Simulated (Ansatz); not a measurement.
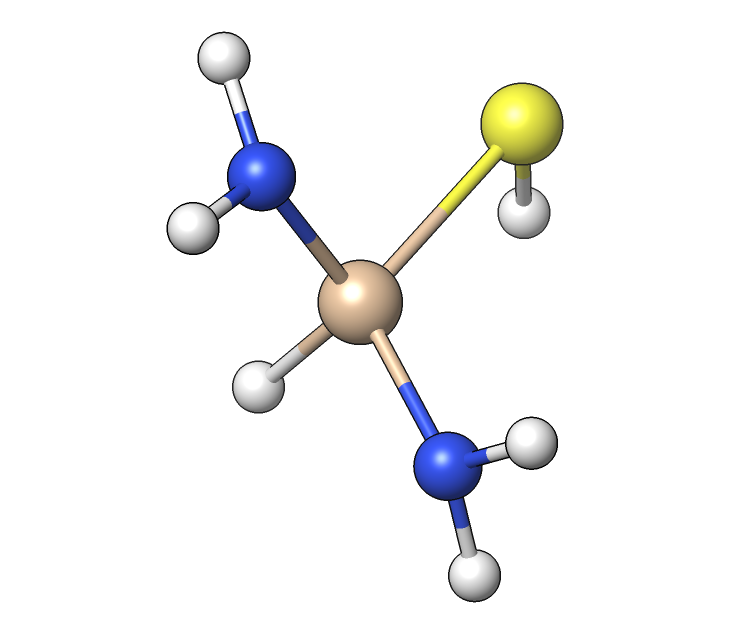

The picture shows a molecular structure as a ball-and-stick model. Colours: silicon light orange, sulfur yellow, hydrogen white, nitrogen blue.

Which formula does it have?

Answer. H6N2SSi, 10 atoms: 6 hydrogen, 2 nitrogen, 1 sulfur and 1 silicon.

How many bonds of each kind are drawn?

Answer. 4 N–H, 2 N–Si, 1 S–Si, 1 S–H, 1 Si–H. Sticks follow a distance rule.

The parts below concern this one geometry. Atoms keep their numbers from picture to picture. Computed geometry: PBE0-D4/def2-TZVP optimisation.

## Shape

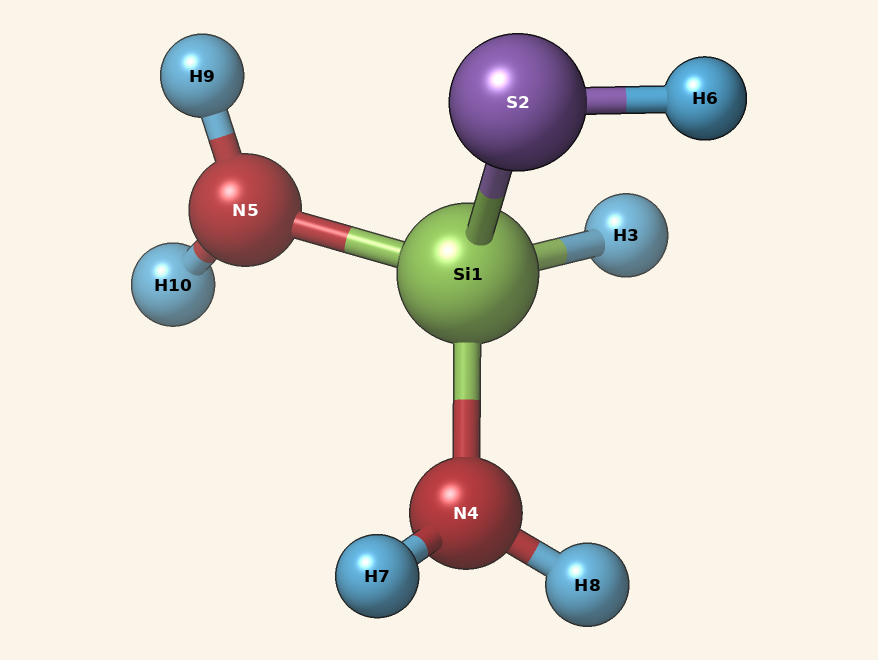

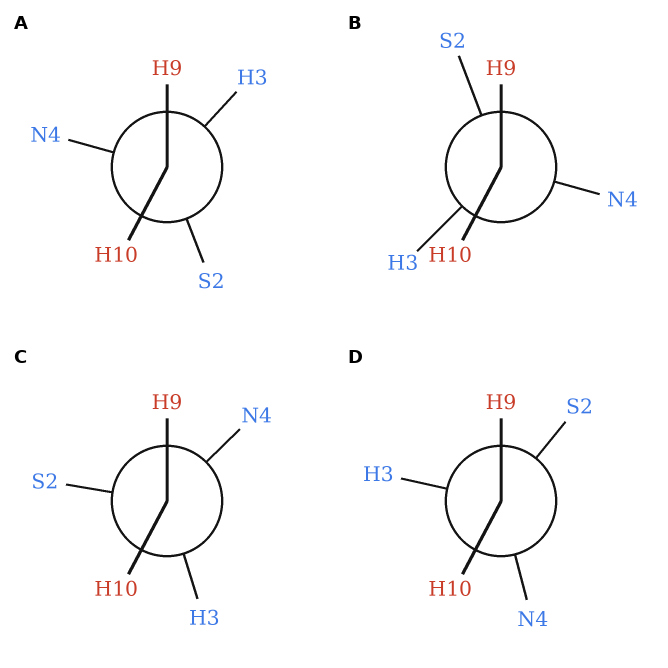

Depth is shown by fading: the farther an atom, the more it takes the colour of the background. Bonds that would overlap in a projection are set slightly apart.

Which Newman projection shows the view along N5–Si1, with N5 in front?

Answer. D. The torsion angle H9–N5–Si1–S2 is 39°, synclinal (gauche).

## Vibrations

Harmonic vibrations computed with RKS PBE0-D4/def2-TZVP (Ansatz 0.2.0) at a stationary point of the same level.

List the wavenumbers.

Answer. 24 modes: 167, 199, 242, 280, 298, 367, 398, 443, 494, 708, 746, 805, 822, 888, 900, 958, 1570, 1578, 2198, 2718, 3601, 3616, 3698, 3718 cm⁻¹.

## Electronic properties

Method: RKS PBE-D4/STO-3G (Ansatz 0.2.0).

What is the dispersion correction?

Answer. −21.7 kJ/mol.

## Dipole moment

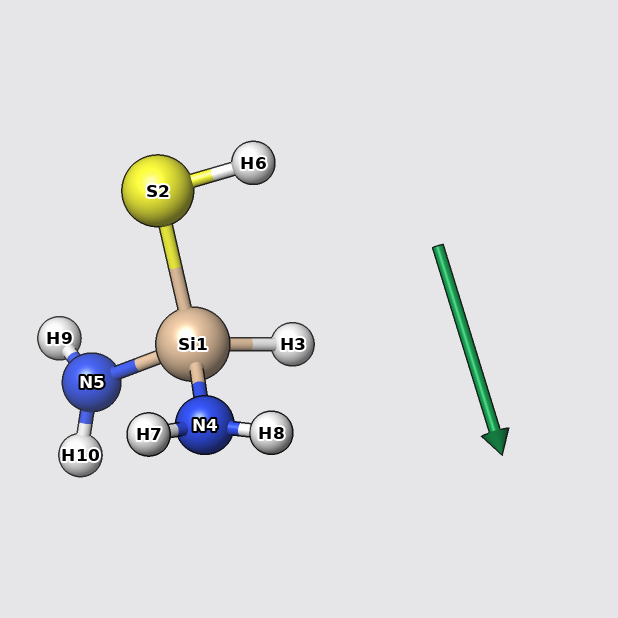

The arrow beside the molecule shows the direction of the dipole moment, from the negative to the positive end (its length means nothing). Level of theory: RKS PBE0-D4/def2-TZVP (Ansatz 0.2.0).

How large is the dipole moment?

Answer. 1.53 D; it points from the side of S2, H6 to the side of H8 (the outermost atoms at the two ends).
